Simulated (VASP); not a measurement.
Band structure of Nb3Si2 (space group P4/mbm). Computed with r2SCAN meta-GGA, VASP's PBE PAW potentials (set 64) (plane waves; VASP 6.6.1).

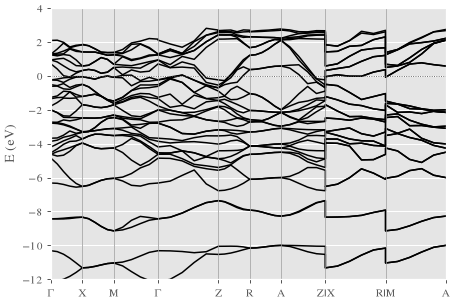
Figure: Bands along high-symmetry lines, zero at the valence-band maximum or, without a gap, the Fermi level

### Question
Read the plot: is there a gap, and where are the band edges?

### Answer
It has no gap at this level: it comes out as a metal or semimetal.

The structure comes from a computed database's Nb3Si2 entry (P4/mbm); how it stands against other phases isn't given here. It was relaxed first.
